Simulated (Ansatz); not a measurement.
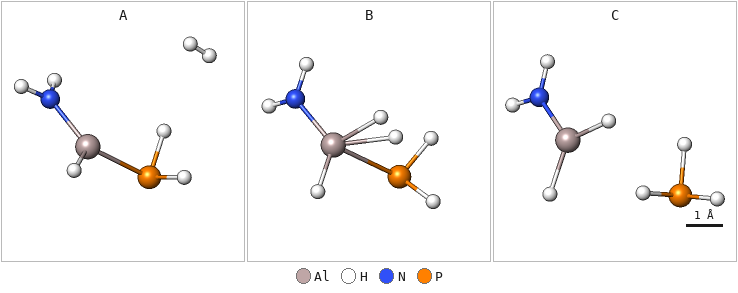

3 geometries from a converged minimum-energy path of AlPNH₇, made up at the start of AlNH4 and PH3, shuffled. The picture is a ball-and-stick view, seen from a free direction.

Level of theory: Ansatz 0.2.0, RKS BLYP/6-31G*. Run with 5 movable images; climbing image; force threshold 0.03 eV/Å; iteration limit 60; starting path through a guess of the saddle point.

Which frame is the transition state?

B. In order along the path, whose images run from 0 to 6: C (image 1, +0.01 eV), B (image 3, +1.20 eV), A (image 6, −0.20 eV). Breaking: Al–H (1.59 → 4.83 Å), H–P (1.44 → 5.22 Å). Forming: Al–P (4.33 → 2.37 Å), H–H (4.07 → 0.75 Å).

Limits of the set-up: the start holds two separate molecules, 3.3 Å apart at their closest, whose relative position is a soft coordinate and is computed without a dispersion correction.

The run took 2.3 min on 2 threads of Arm Neoverse V1, on a shared host, peak memory 0.094 GiB.
